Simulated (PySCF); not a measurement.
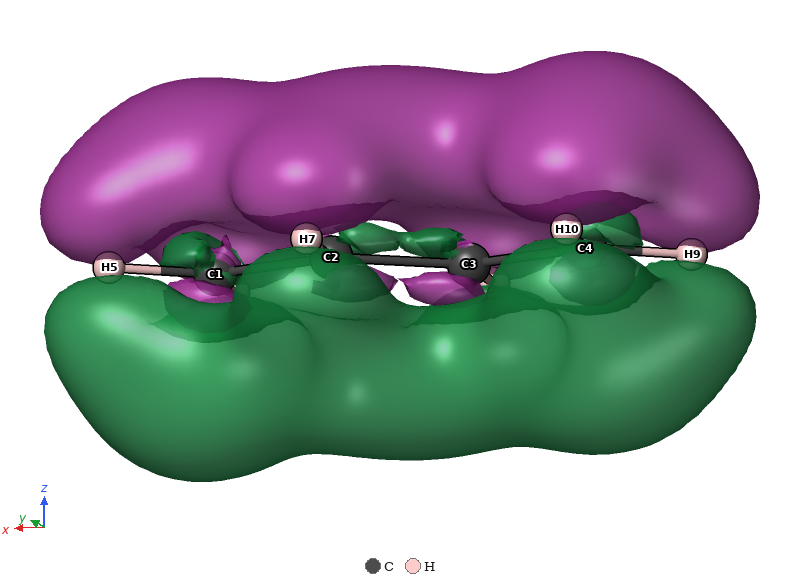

Figure 1: C$_{4}$H$_{6}$, triplet, SMILES `[CH2]C=C[CH2]`. Change of the electron density in a uniform field of 0.51 V/Å, surfaces at ±0.0015 e/Å³ (green: gain, purple: loss).

Computed with PySCF, PBE0/aug-cc-pVDZ, geometry: GFN2-xTB. No frequency check shows the geometry to be a minimum. The stability of the open-shell solution wasn't checked. GFN2-xTB doesn't know the spin state, so this open-shell geometry is rough.

> Along which Cartesian direction does the field point?

Along +z: electrons gather on the −z side, against the field.

> What dipole is induced, and what polarisability does it imply?

The induced dipole is 1.00 D (along the field); α along this axis, from the fields in both directions, is 39 bohr³ (5.8 Å³).

> Which atoms gain and lose the most charge?

Hardly any: no atom's Hirshfeld charge changes by as much as 0.002 e. The density shifts from one side of each atom to the other; 0.098 electrons are displaced in all.
